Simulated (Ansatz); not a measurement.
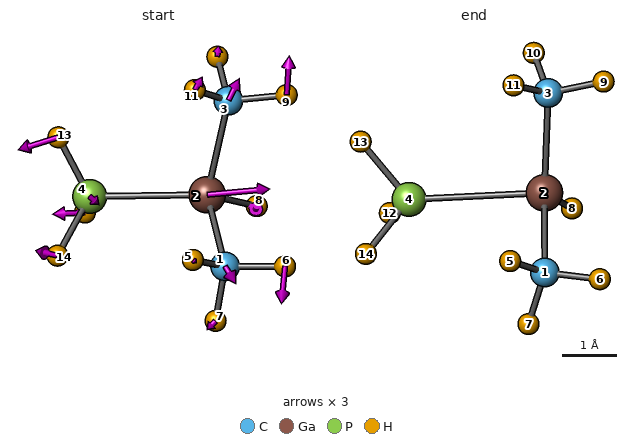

The structure of C₂H₁₀GaP (coarse preliminary run) before (left) and after (right) a relaxation, at one scale. The purple arrows give the displacements, magnified 3 times.

A ball-and-stick model, seen at a tilt.

The start comes from a force field.

The calculation used RKS PBE-D4/def2-SVP (Ansatz). Set-up: force threshold 0.03 eV/Å; at most 200 steps.

> What changed between the two?

The energy falls by 1.162 eV in 4 geometry steps. The largest force component goes from 4.6 to 0.025 eV/Å. The atom that moves furthest after the best rigid fit is Ga2 (0.41 Å). Largest moves by element: Ga 0.41 Å, H 0.28 Å, C 0.16 Å, P 0.09 Å. Among the contacts that change: Ga2–P4 2.278 → 2.633 Å, P4–H13 1.286 → 1.434 Å, C1–H6 1.169 → 1.111 Å, C1–Ga2 1.948 → 2.004 Å. Among the angles between lasting bonds that change: P4–Ga2–H8 111.8° → 94.1°, H13–P4–H14 112.5° → 96.9°, H12–P4–H13 110.7° → 96.9°. Cost: 10 s on 4 threads of Arm Neoverse V1, with other jobs on the host.
